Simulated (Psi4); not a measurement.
# BH3O− (SMILES [BH2-]O), run twice

Aim: the excited states of BH3O− at TDA-BP86/cc-pVTZ-DK (DKH2, density fitting, tdscf states 3, tdscf tda yes).

The calculation is run with Psi4 1.11.

2 further runs of the same task are left out: 2 set aside as unsound or not needed.

### Step 1. The molecule

The species is BH3O− (5 atoms), meant as a doublet with charge -1. SMILES: `[BH2-]O`. The shape is that of a GFN2-xTB optimisation.

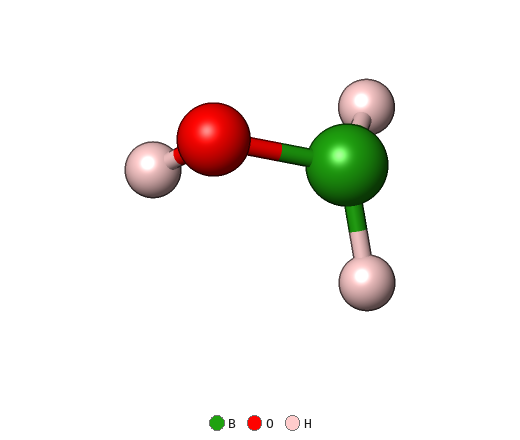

The structure, seen from a chosen angle (boron green, oxygen red, hydrogen pink).

### Step 2. First attempt

run.py reads:

```python
import psi4

psi4.set_memory(1600000000)
psi4.set_num_threads(1)
psi4.core.set_output_file('bh3o.out', False)

geom = psi4.geometry("""
-1 2
B     -0.558550    -0.234200     0.180320
O      0.255120     1.054670     0.280220
H      0.033680    -1.207330     0.735040
H     -0.823360    -0.530130    -1.022660
H      1.093110     0.916990    -0.172930
units angstrom
symmetry c1
""")

psi4.set_options({
    'basis': 'cc-pVTZ-DK',
    'reference': 'rohf',
    'scf_type': 'df',
    'tdscf_states': 3,
    'tdscf_tda': True,
    'relativistic': 'dkh',
    'dkh_order': 2,
})

e_tot, wfn = psi4.energy("td-bp86", return_wfn=True)
print('E =', round(e_tot, 9))
```

On the command line:

```console
$ python run.py
```

bh3o.out:

```text
Relativistic analytic gradients are not implemented yet, re-routing to finite differences.
```

Standard output:

```text
Traceback (most recent call last):
  File "run.py", line 28, in <module>
    e_tot, wfn = psi4.energy("td-bp86", return_wfn=True)
psi4.driver.p4util.exceptions.ValidationError: ROHF reference for DFT is not available.
```

It took 1.1 s on 1 thread of Intel Xeon 6975P-C (Granite Rapids), shared host; peak memory 0.13 GiB.

### Step 3. What went wrong

The program refused the input.

The log says `psi4.driver.p4util.exceptions.ValidationError: ROHF reference for DFT is not available.`. The fault: rohf with dft. To mend it: reference UKS in place of ROKS.

### Step 4. Second attempt

job.py reads:

```python
import psi4

psi4.set_memory(1600000000)
psi4.set_num_threads(1)
psi4.core.set_output_file('psi4.out', False)

geom = psi4.geometry("""
-1 2
B     -0.558550    -0.234200     0.180320
O      0.255120     1.054670     0.280220
H      0.033680    -1.207330     0.735040
H     -0.823360    -0.530130    -1.022660
H      1.093110     0.916990    -0.172930
symmetry c1
""")

options = {'basis': 'cc-pVTZ-DK', 'reference': 'uks', 'scf_type': 'df', 'tdscf_states': 3, 'tdscf_tda': True, 'relativistic': 'dkh', 'dkh_order': 2}
psi4.set_options(options)

E, wfn = psi4.energy('td-bp86', return_wfn=True)
print('E =', round(E, 9))
```

On the command line:

```console
$ python job.py
```

psi4.out:

```text
[...]
  Running in c1 symmetry.
[...]
  Nuclear repulsion =   28.051313121184283
[...]
  Multiplicity = 2
[...]
  Nalpha       = 9
  Nbeta        = 8
[...]
    Number of basis functions: 102
[...]
   @DF-UKS iter   1:  -101.57159153480727   -2.20765e-01   8.62520e-03 DIIS/ADIIS
[...]
   @DF-UKS iter   9:  -101.94763045007703   -1.66415e-08   1.76956e-07 DIIS
[...]
   @S^2 Observed:                7.522639957E-01
[...]
    Orbital Energies [Eh]
    ---------------------
    Alpha Occupied:
       1A    -18.531810     2A     -6.277172     3A     -0.657980
       4A     -0.227333     5A     -0.156412     6A     -0.074833
       7A     -0.060203     8A      0.019590     9A      0.105213
    Alpha Virtual:
      10A      0.210870    11A      0.287930    12A      0.290653
      13A      0.318485    14A      0.343799    15A      0.366903
      16A      0.437832    17A      0.501584    18A      0.555909
      19A      0.565887    20A      0.605906    21A      0.619634
      22A      0.644261    23A      0.691305    24A      0.751468
      25A      0.788137    26A      0.829033    27A      0.893222
[...]
  @DF-UKS Final Energy:  -101.94763045007703
   => Energetics <=
    Nuclear Repulsion Energy =             28.0513131211842826
    One-Electron Energy =                -198.2141324405445175
    Two-Electron Energy =                  82.1542637760608159
    DFT Exchange-Correlation Energy =     -13.9390749067776056
    Empirical Dispersion Energy =           0.0000000000000000
    VV10 Nonlocal Energy =                  0.0000000000000000
    Total Energy =                       -101.9476304500770283
[...]
 Multipole Moments:
 ------------------------------------------------------------------------------------
     Multipole            Electronic (a.u.)      Nuclear  (a.u.)        Total (a.u.)
 ------------------------------------------------------------------------------------
 L = 1.  Multiply by 2.5417464519 to convert [e a0] to [Debye]
 Dipole X            :          0.2334833            0.9277494            1.1612327
 Dipole Y            :          2.3210948           -1.3763507            0.9447441
 Dipole Z            :          0.7780132           -0.9749309           -0.1969177
 Magnitude           :                                                    1.5098938
[...]
**********                               WARNING                                **********
**********       The names of excited state variables changed between 1.5       **********
[...]
**********                               WARNING                                **********
**********  Length-gauge rotatory strengths are **NOT** gauge-origin invariant  **********
[...]
                                    Excitation Energy         Total Energy        Oscillator Strength             Rotatory Strength
[...]
Excited State    1 (1 A):   0.10167 au   448.14 nm f = 0.0139
[...]
Excited State    2 (1 A):   0.15247 au   298.84 nm f = 0.0007
[...]
Excited State    3 (1 A):   0.17791 au   256.11 nm f = 0.0072
[...]
```

On the terminal:

```text
E = -101.94763045
```

Wall time 16 s (1 thread of Intel Xeon 6975P-C (Granite Rapids), shared host); peak memory 0.53 GiB.

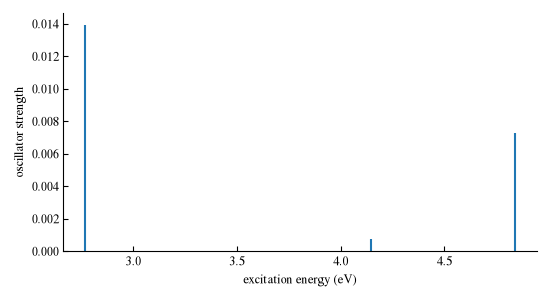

Vertical excitations as sticks.

The roots found:

| excited state | energy (eV) | strength | label |
| --- | --- | --- | --- |
| 1 | 2.767 | 0.0139 | A 1 |
| 2 | 4.149 | 0.0007 | A 1 |
| 3 | 4.841 | 0.0073 | A 1 |

### Step 5. What came out

At TDA-BP86/cc-pVTZ-DK (DKH2, density fitting, tdscf states 3, tdscf tda yes):

| quantity | value |
| --- | --- |
| ground-state or mean-field energy | -101.94763 Eh |
| HOMO energy (BP86 Kohn–Sham orbitals) (highest over α and β) | 2.86 eV |
| LUMO energy (BP86 Kohn–Sham orbitals) (lowest over α and β) | 4.82 eV |
| ⟨S²⟩ of the reference determinant | 0.752 |
| lowest excitation energy | 2.77 eV |

**Reading.** The brightest of the 3 transitions from the ground state lies at 2.77 eV (448 nm, f = 0.014). For an anion, states without diffuse functions may be basis-held continuum. The HOMO lies at positive energy, 2.86 eV, as semi-local functionals often give for anions: the electron is unbound at this level or held by a compact basis; values depend on the basis.
